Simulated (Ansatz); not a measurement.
Input

```
crystal:
  periodic: [false, false, false]
  atoms:
    - { symbol: Si, position_ang: [0.0, 0.0, 0.0] }
    - { symbol: H, position_ang: [0.9994, 0.0, 1.3254] }
    - { symbol: H, position_ang: [1.5827, 0.0, 0.5009] }
    - { symbol: H, position_ang: [-0.6877, 1.1914, -0.4862] }
    - { symbol: F, position_ang: [-0.7489, -1.2974, -0.5295] }
basis:
  gaussian: { orbitals: def2-SVP }
hamiltonian:
  xc: pbe0
  dispersion: d4
relax:
  f_tol: 0.15
  max_steps: 25
  restrain:
    - { distance: [1, 2], at: 1.86, k: 30.0 }
    - { distance: [0, 1], at: 1.46, k: 30.0 }
    - { distance: [0, 2], at: 1.46, k: 30.0 }
output:
  orbitals: {}
```

Run with:

```sh
ansatz run input.yaml --threads 1 --pin off --max-ram 2048MiB --backend cpu --events-out ev --progress --plain --runs-dir out
```

The fields are those of the run's last geometry, not of the input's.

Not at a stationary point (largest force 1.7 eV/Å).

Computed with RKS PBE0-D4/def2-SVP (Ansatz).

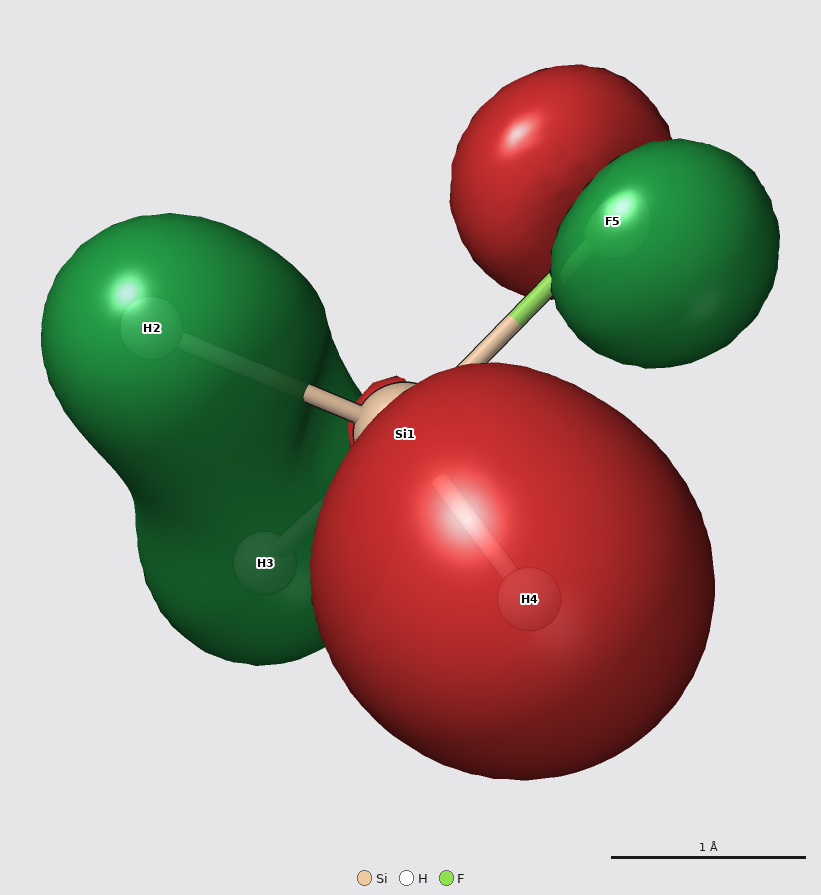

FH₃Si. The HOMO−1 at ±0.15 Å⁻³ᐟ² (green and red are the two phases), seen at an oblique angle.

> Where does this orbital lie, and at what energy?

It lies mainly on Si1 (about 30 %), H4 (about 30 %), F5 (about 20 %), H2 (about 10 %) and H3 (about 10 %). Its energy is −10.27 eV.
